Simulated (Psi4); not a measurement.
# B3LYP/6-31G(d) (Cartesian functions) run of [BF4]− (tetrafluoroborate)

What is the energy change on altering one bond length of [BF4]− (tetrafluoroborate) at B3LYP/6-31G* (Cartesian functions)? 

Program for the calculation: Psi4 1.11.

1 further run of the same task is left out (it didn't finish). Runs told in other sessions of the task aren't counted.

### 1 The molecule

[BF4]− has 5 atoms, charge -1, and is taken as a singlet. SMILES: `F[B-](F)(F)F`. The coordinates come from a PBE0-D4/def2-TZVPD relaxation.

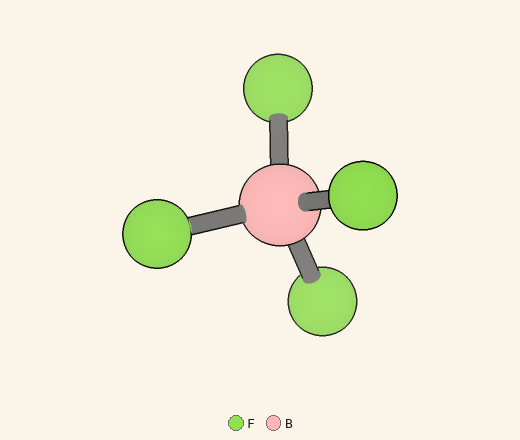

Viewed from a chosen angle; fluorine green, boron pink.

### 2 Energy and gradient at B3LYP/6-31G(d) (Cartesian functions)

The input, input.json:

```json
{
 "schema_name": "qcschema_input",
 "schema_version": 1,
 "molecule": {
  "schema_name": "qcschema_molecule",
  "schema_version": 2,
  "symbols": ["F", "B", "F", "F", "F"],
  "geometry": [-0.10790336, -0.07596699, 2.65317548, 0.0, 0.0, 0.00018897, 1.79316112, -1.75933502, -0.86398278, -2.38577923, -0.60301161, -1.00098793, 0.70052147, 2.43831362, -0.78839374],
  "molecular_charge": -1,
  "molecular_multiplicity": 1,
  "fix_symmetry": "c1",
  "fix_com": true,
  "fix_orientation": true
 },
 "driver": "gradient",
 "model": {
  "method": "b3lyp",
  "basis": "6-31G*"
 },
 "keywords": {
  "puream": false,
  "e_convergence": 1e-09,
  "d_convergence": 1e-08,
  "scf_type": "pk",
  "dft_radial_points": 99,
  "dft_spherical_points": 590,
  "scf_properties": ["MULLIKEN_CHARGES", "MAYER_INDICES", "LOWDIN_CHARGES"]
 }
}
```

Run with:

```sh
$ psi4 --qcschema input.json -n 1 --memory 2200MB
```

stdout (excerpt; [...] marks lines left out):

```text
[...]
  Running in c1 symmetry.
[...]
  Nuclear repulsion =  179.786669173934229
[...]
  Multiplicity = 1
[...]
  Nalpha       = 21
  Nbeta        = 21
[...]
    Number of basis functions: 75
[...]
   @RKS iter   1:  -424.35057290873283   -6.55440e-01   9.43565e-03 ADIIS/DIIS
[...]
   @RKS iter   9:  -424.49902303190208    5.68434e-13   5.14386e-10 DIIS
[...]
    Orbital Energies [Eh]
    ---------------------
    Doubly Occupied:
       1A    -24.415912     2A    -24.415850     3A    -24.415844
       4A    -24.415840     5A     -6.613037     6A     -0.955267
       7A     -0.900546     8A     -0.900475     9A     -0.900466
      10A     -0.313363    11A     -0.255058    12A     -0.255031
      13A     -0.255028    14A     -0.167861    15A     -0.167858
      16A     -0.149388    17A     -0.149372    18A     -0.149371
      19A     -0.114591    20A     -0.114590    21A     -0.114565
[...]
  @RKS Final Energy:  -424.49902303190208
   => Energetics <=
    Nuclear Repulsion Energy =            179.7866691739342286
    One-Electron Energy =                -961.3871169392446063
    Two-Electron Energy =                 394.6220628403806927
    DFT Exchange-Correlation Energy =     -37.5206381069723705
    Empirical Dispersion Energy =           0.0000000000000000
    VV10 Nonlocal Energy =                  0.0000000000000000
    Total Energy =                       -424.4990230319020839
[...]
 Multipole Moments:
 ------------------------------------------------------------------------------------
     Multipole            Electronic (a.u.)      Nuclear  (a.u.)        Total (a.u.)
 ------------------------------------------------------------------------------------
 L = 1.  Multiply by 2.5417464519 to convert [e a0] to [Debye]
 Dipole X            :          0.0000226           -0.0000000            0.0000226
 Dipole Y            :         -0.0000385            0.0000000           -0.0000385
 Dipole Z            :          0.0012409           -0.0007559            0.0004850
 Magnitude           :                                                    0.0004870
[...]
  Mulliken Charges: (a.u.)
   Center  Symbol    Alpha    Beta     Spin     Total
       1     F     4.69469  4.69469  0.00000 -0.38938
       2     B     2.22098  2.22098  0.00000  0.55803
       3     F     4.69476  4.69476  0.00000 -0.38953
       4     F     4.69478  4.69478  0.00000 -0.38956
       5     F     4.69478  4.69478  0.00000 -0.38957
   Total alpha = 21.00000, Total beta = 21.00000, Total charge = -1.00000
  Lowdin Charges: (a.u.)
   Center  Symbol    Alpha    Beta     Spin     Total
       1     F     4.62652  4.62652  0.00000 -0.25305
[...]
  -Total Gradient:
     Atom            X                  Y                   Z
    ------   -----------------  -----------------  -----------------
       1        0.000137550882     0.000087780244    -0.003211007787
       2        0.000005940227    -0.000011319518     0.000115563910
       3       -0.002145499723     0.002120540861     0.001039757786
       4        0.002843963036     0.000726642177     0.001181107991
       5       -0.000829381402    -0.002900164659     0.000926154409
[...]
```

The result, in JSON:

```text
{
 "driver": "gradient",
 "model": {
  "method": "b3lyp",
  "basis": "6-31G*"
 },
 "success": true,
 "return_result": [0.00013755088156828382, 8.778024424921631e-05, -0.0032110077867795184, 5.940226992607498e-06, -1.1319517617014885e-05, 0.00011556391031332163, -0.0021454997234313655, 0.0021205408611127408, 0.0010397577859396212, 0.0028439630364608393, 0.0007266421770917297, 0.0011811079905500732, -0.0008293814021663598, -0.0029001646592160257, 0.0009261544091131585],
 "properties": {
  "calcinfo_nbasis": 75,
  "calcinfo_nmo": 75,
  "calcinfo_nalpha": 21,
  "calcinfo_nbeta": 21,
  "calcinfo_natom": 5,
  "nuclear_repulsion_energy": 179.78666917393423,
  "return_energy": -424.4990230319021,
  "return_gradient": [0.00013755088156828382, 8.778024424921631e-05, -0.0032110077867795184, 5.940226992607498e-06, -1.1319517617014885e-05, 0.00011556391031332163, -0.0021454997234313655, 0.0021205408611127408, 0.0010397577859396212, 0.0028439630364608393, 0.0007266421770917297, 0.0011811079905500732, -0.0008293814021663598, -0.0029001646592160257, 0.0009261544091131585],
  "scf_one_electron_energy": -961.3871169392446,
  "scf_two_electron_energy": 394.6220628403807,
  "scf_xc_energy": -37.52063810697237,
  "scf_dipole_moment": [2.2632464156568943e-05, -3.85261969682027e-05, 0.00048497235076050416],
  "scf_total_energy": -424.4990230319021,
  "scf_total_gradient": [0.00013755088156828382, 8.778024424921631e-05, -0.0032110077867795184, 5.940226992607498e-06, -1.1319517617014885e-05, 0.00011556391031332163, -0.0021454997234313655, 0.0021205408611127408, 0.0010397577859396212, 0.0028439630364608393, 0.0007266421770917297, 0.0011811079905500732, -0.0008293814021663598, -0.0029001646592160257, 0.0009261544091131585],
  "scf_iterations": 9
 }
}
```

Wall time 11 s (1 thread of AMD EPYC 7R43 (Zen 3), shared host); peak memory 0.81 GiB.

### 3 The distorted shape at the same level

The input, calc.in:

```
memory 2200 MB

molecule geom {
  -1 1
  F     -0.085652    -0.060301     2.105996
  B      0.000000     0.000000     0.000100
  F      0.948900    -0.931000    -0.457200
  F     -1.262500    -0.319100    -0.529700
  F      0.370700     1.290300    -0.417200
  symmetry c1
  no_reorient
  no_com
}

set reference rks
set puream false
set e_convergence 1e-09
set d_convergence 1e-08
set scf_type pk
set dft_radial_points 99
set dft_spherical_points 590

energy_value, wavefunction = gradient("b3lyp/6-31G*", return_wfn=True)
oeprop(wavefunction, "QUADRUPOLE", "MULLIKEN_CHARGES", "WIBERG_LOWDIN_INDICES", title="B3LYP")
print_variables()
```

Run with:

```sh
$ psi4 calc.in calc.out -n 1
```

calc.out (excerpt; [...] marks lines left out):

```text
[...]
  Running in c1 symmetry.
[...]
  Nuclear repulsion =  162.495189860720927
[...]
  Multiplicity = 1
[...]
  Nalpha       = 21
  Nbeta        = 21
[...]
    Number of basis functions: 75
[...]
   @RKS iter   1:  -424.22322945817842   -8.69328e-01   1.02986e-02 DIIS/ADIIS
[...]
   @RKS iter  11:  -424.41295258864056   -9.66338e-13   3.50576e-09 DIIS
[...]
  @RKS Final Energy:  -424.41295258864056
   => Energetics <=
    Nuclear Repulsion Energy =            162.4951898607209273
    One-Electron Energy =                -926.1247924697044027
    Two-Electron Energy =                 376.6135730866441804
    DFT Exchange-Correlation Energy =     -37.3969230663012269
    Empirical Dispersion Energy =           0.0000000000000000
    VV10 Nonlocal Energy =                  0.0000000000000000
    Total Energy =                       -424.4129525886405645
[...]
  -Total Gradient:
     Atom            X                  Y                   Z
    ------   -----------------  -----------------  -----------------
       1       -0.002864295136    -0.002018517653     0.070443321772
       2       -0.000237085249    -0.000182919588     0.006109925624
       3        0.013897787929    -0.012302798892    -0.025373757819
       4       -0.016653873318    -0.003870632338    -0.026369705781
       5        0.005891043407     0.018388681584    -0.024801308174
[...]
 Multipole Moments:
 ------------------------------------------------------------------------------------
     Multipole            Electronic (a.u.)      Nuclear  (a.u.)        Total (a.u.)
 ------------------------------------------------------------------------------------
 L = 1.  Multiply by 2.5417464519 to convert [e a0] to [Debye]
 Dipole X            :          0.5432497           -0.4855991            0.0576506
 Dipole Y            :          0.3823964           -0.3418685            0.0405279
 Dipole Z            :        -13.3548632           11.9384657           -1.4163975
 Magnitude           :                                                    1.4181495
 L = 2.  Multiply by 1.3450342976 to convert [e a0^2] to [Debye ang]
 Quadrupole XX       :       -106.3143522           84.8186817          -21.4956705
 Quadrupole XY       :         -0.1014504            0.0937499           -0.0077005
[...]
```

It took 13 s on 1 thread of AMD EPYC 7R43 (Zen 3), shared host; peak memory 0.79 GiB.

### 4 Outcome

At B3LYP/6-31G* (Cartesian functions):

| quantity | value |
| --- | --- |
| first shape: total energy | -424.49902 Eh |
| first shape: HOMO energy | -3.12 eV |
| first shape: LUMO energy | 12.52 eV |
| first shape: HOMO–LUMO gap (to an unbound level, set by the basis) | 15.64 eV |
| first shape: largest force on an atom | 0.165 eV/Å |
| distorted shape: total energy | -424.41295 Eh |
| distorted shape: HOMO energy | -1.43 eV |
| distorted shape: LUMO energy | 6.73 eV |
| distorted shape: HOMO–LUMO gap (to an unbound level, set by the basis) | 8.16 eV |
| distorted shape: largest force on an atom | 3.627 eV/Å |
| energy change with the F1–B2 bond stretched from 1.406 to 2.108 Å | 2.342 eV |

What this shows: With the F1–B2 bond stretched from 1.406 to 2.108 Å the energy rises by 2.34 eV (226 kJ/mol). The first shape isn't relaxed at this level, so the change isn't measured from a minimum. Mulliken charges (distorted shape) run from -0.58 on F1 to +0.61 on B2.
